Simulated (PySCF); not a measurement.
# InN (triplet): what the fields show

| atom | x (Å) | y (Å) | z (Å) |
| --- | --- | --- | --- |
| In | 0.0000 | 0.0000 | -0.2409 |
| N | 0.0000 | 0.0000 | 1.9771 |

Core potentials replace the inner electrons of In.

All numbers below come from PBE0/def2-TZVPPD, non-relativistic Hamiltonian with scalar-relativistic core potentials where named, at a bond length of 2.218 Å in PySCF 2.14.0.

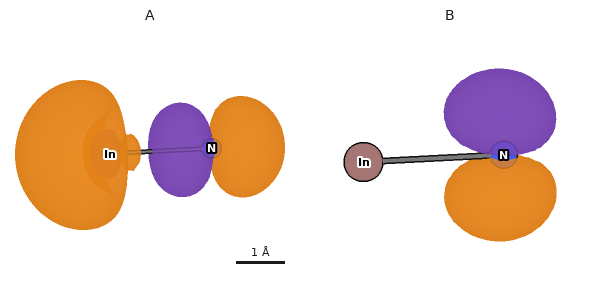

Figure 1. Two frontier α-spin orbitals, each drawn at the value that holds 80 % of its norm (orange and purple are the two phases), in no order; of a degenerate pair one member is drawn.

**Name the orbitals and rank them from lowest to highest energy.**

Orbital B: π, occupied in this spin, −8.30 eV; mainly on N (90 %).
Orbital A: σ, occupied in this spin, −6.27 eV; shared between the atoms (In 50 %, N 50 %).

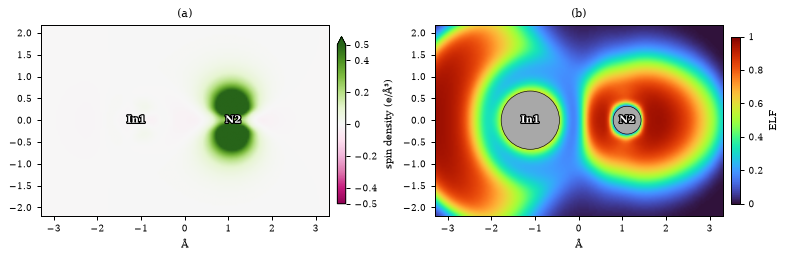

Figure 2. (a) spin density; (b) ELF on a plane that holds the molecular axis. Grey discs cover the atomic cores in the ELF map.

**Describe what can be read from this map.**

The plane passes through In and N nuclei. In–N (2.22 Å): the ELF is about 0.25 at the midpoint. The ELF also peaks beside N2, away from the bonds: non-bonding electrons, paired or unpaired. The unpaired spin (2 electrons) lies mostly on N2 (about 1.9) and In1 (about 0.1), in electrons by Hirshfeld's partition.

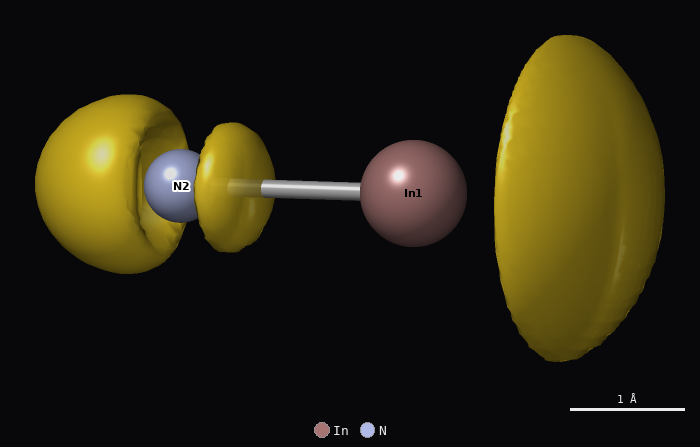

Figure 3. Isosurface of the electron localisation function at 0.85 (yellow), seen from one side. Core shells and regions of very low density are left out.

**Where are the electrons localised?**

At this value the surface marks out one lobe of the valence shell of N pointing towards In, one lobe on In, pointing away from the bonds (non-bonding electrons) and one lobe on N, pointing away from the bonds (non-bonding electrons).

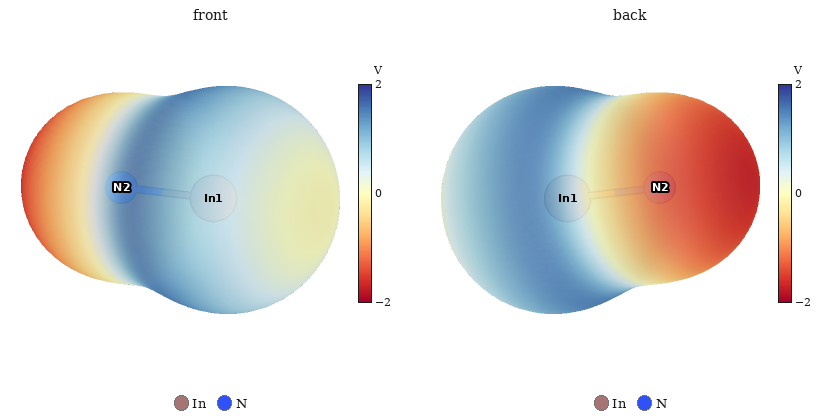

Figure 4. The electrostatic potential painted on the density surface at 0.001 e/bohr³, seen from the front and from behind; red is negative and blue positive.

**Describe the electrostatic potential map.**

The most negative region (about −1.8 V, or −42 kcal/mol for a unit charge) lies over N2, the most positive (about +1.5 V, or +35 kcal/mol for a unit charge) over In1. N2 is the likeliest acceptor of a hydrogen bond.
